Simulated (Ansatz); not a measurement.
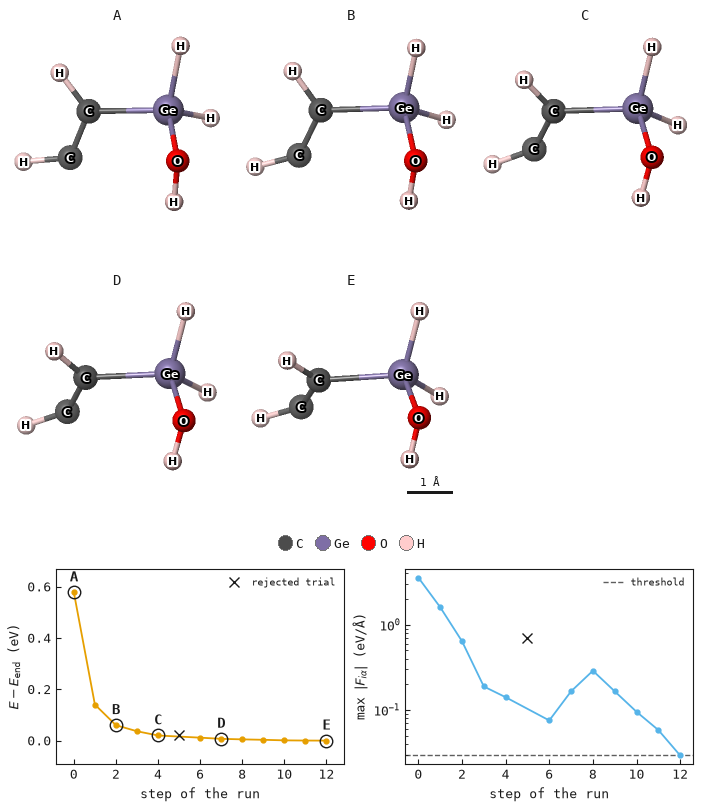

Frames of a relaxation of C2H5GeO (multiplicity 2) (coarse preliminary run), marked on the history of the run. The picture is a ball-and-stick view, seen at a tilt.

The start comes from a force field.

Method: Ansatz, UKS PBE-D4/def2-SVP.

Input file:
```yaml
crystal:
  periodic: [false, false, false]
  atoms:
    - {symbol: C, position_ang: [-0.584100, 1.257500, -1.075500]}
    - {symbol: C, position_ang: [0.427900, 0.814900, -0.454900]}
    - {symbol: Ge, position_ang: [0.313500, -0.909300, 0.363200]}
    - {symbol: O, position_ang: [-0.853600, -0.899300, 1.629500]}
    - {symbol: H, position_ang: [-0.592200, 2.270800, -1.578400]}
    - {symbol: H, position_ang: [1.349800, 1.409600, -0.406600]}
    - {symbol: H, position_ang: [1.740700, -1.232300, 1.034400]}
    - {symbol: H, position_ang: [0.056900, -1.966000, -0.699900]}
    - {symbol: H, position_ang: [-1.770200, -0.792200, 1.171200]}
basis:
  gaussian: {orbitals: def2-SVP}
magnetization: {spin_polarized: true, initial_magnetization: 1}
hamiltonian: {xc: pbe, dispersion: d4}
relax: {f_tol: 0.03, max_steps: 200}
```

Command:
```bash
ansatz run in.yaml --threads 4 --pin off --events-out ev --progress --plain --max-ram 10444MiB
```

**Describe the path.**

The atom that moves furthest after the best rigid fit is H6 (0.92 Å). By element the largest moves are H 0.92 Å, C 0.54 Å, O 0.29 Å, Ge 0.08 Å. Some distances before and after: Ge3–O4 1.722 → 1.807 Å, Ge3–H7 1.610 → 1.549 Å, C2–Ge3 1.912 → 1.968 Å, O4–H9 1.030 → 0.975 Å. Bond angles that change, for instance: C2–C1–H5 122.4° → 140.7°, H7–Ge3–H8 107.6° → 113.2°, O4–Ge3–H7 107.2° → 102.6°. Groups turn about C2–Ge3 by about 50°. After 11 accepted moves (12 points after the start) the energy has fallen by 0.577 eV. Largest force component: 3.6 eV/Å at the start, 0.029 eV/Å at the end. The line search rejected the trial step at point 5 of the run. From step 0 to 2: H5 moves most (0.19 Å), energy −0.517 eV. From step 2 to 4: H6 moves most (0.40 Å), energy −0.040 eV. From step 4 to 7: H6 moves most (0.20 Å), energy −0.013 eV. From step 7 to 12: H6 moves most (0.24 Å), energy −0.007 eV.

```json
{"step": "0", "E − E(0), eV": "0.0000", "largest force component, eV/Å": "3.5765", "note": ""}
{"step": "1", "E − E(0), eV": "-0.4370", "largest force component, eV/Å": "1.6082", "note": ""}
{"step": "2", "E − E(0), eV": "-0.5173", "largest force component, eV/Å": "0.6407", "note": ""}
{"step": "3", "E − E(0), eV": "-0.5409", "largest force component, eV/Å": "0.1886", "note": ""}
{"step": "4", "E − E(0), eV": "-0.5573", "largest force component, eV/Å": "0.1411", "note": ""}
{"step": "5", "E − E(0), eV": "-0.5545", "largest force component, eV/Å": "0.7061", "note": "rejected"}
{"step": "6", "E − E(0), eV": "-0.5659", "largest force component, eV/Å": "0.0753", "note": ""}
{"step": "7", "E − E(0), eV": "-0.5704", "largest force component, eV/Å": "0.1655", "note": ""}
{"step": "8", "E − E(0), eV": "-0.5725", "largest force component, eV/Å": "0.2888", "note": ""}
{"step": "9", "E − E(0), eV": "-0.5742", "largest force component, eV/Å": "0.1656", "note": ""}
{"step": "10", "E − E(0), eV": "-0.5764", "largest force component, eV/Å": "0.0952", "note": ""}
{"step": "11", "E − E(0), eV": "-0.5771", "largest force component, eV/Å": "0.0581", "note": ""}
{"step": "12", "E − E(0), eV": "-0.5774", "largest force component, eV/Å": "0.0292", "note": ""}
```
